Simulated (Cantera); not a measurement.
Charge: 1 mol CsCl, 1.2 mol H2, equilibrated at 750 Torr.

Cantera equilibrium calculation (NASA polynomials, part measured and part estimated; ideal gas, pure solids and liquids). Candidate condensed phases: Cs, CsCl; 9 gas species. Equilibrium is a limit: real reactors are often held back by kinetics, nucleation or transport.

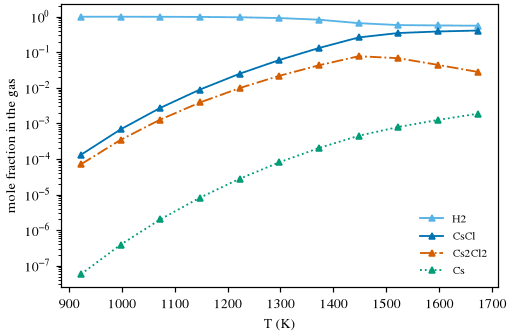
Figure: Equilibrium gas composition (values under 1e-9 drawn at 1e-9)

From 923 K to 1448 K the condensed part is CsCl(l). From 1523 K to 1673 K nothing is condensed. The main Cs-bearing gas is Cs2Cl2 at 923 K and CsCl at 1673 K.
